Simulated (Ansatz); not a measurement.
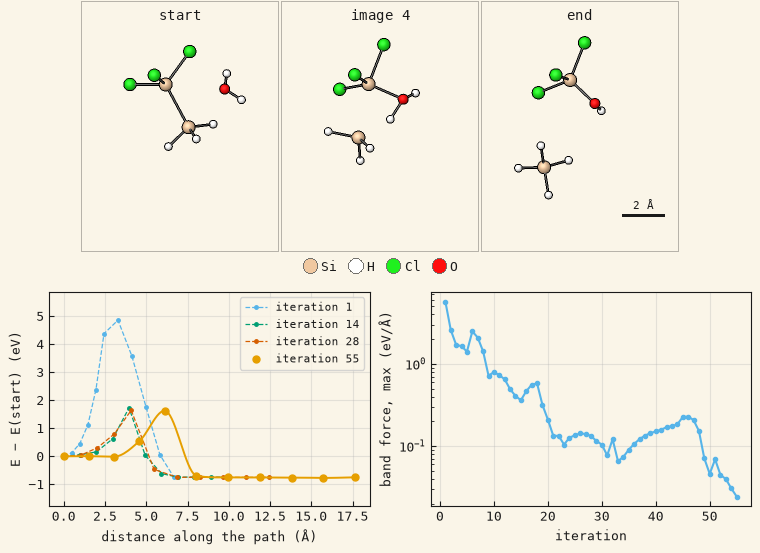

NEB run on Si2H5OCl3, made up at the start of Si2H3Cl3 and H$_{2}$O. Images are numbered from 0 (start) to 10 (end). The plot follows the band through its iterations. Style: ball-and-stick. Shown at a tilt.

Method: RKS PBE/def2-SVP (Ansatz 0.2.0). Run with 9 movable images; climbing image; force threshold 0.03 eV/Å; iteration limit 60; starting path through a guess of the saddle point.

**Did the band converge, and can the barrier be trusted?**

The result is final at these settings. The band converged in 55 iterations. The largest component of the band force went from 5.7 to 0.024 eV/Å. The climbing image converged on the top of the path. Its vibrational analysis gives one imaginary mode (1032i cm⁻¹), as a transition state must have. The first iteration put the highest image at 4.86 eV. The highest point, image 4, lies 1.63 eV above the start and 2.38 eV above the end; the end is at −0.75 eV relative to the start. Image 9 lies below both ends, at −0.77 eV, which points to an intermediate minimum that so few images don't resolve.

Limits of the set-up: the start holds two separate molecules, 2.5 Å apart at their closest, whose relative position is a soft coordinate and is computed without a dispersion correction.

The run took 13 min on 4 threads of Arm Neoverse V1 (shared host), peak memory 0.2 GiB.
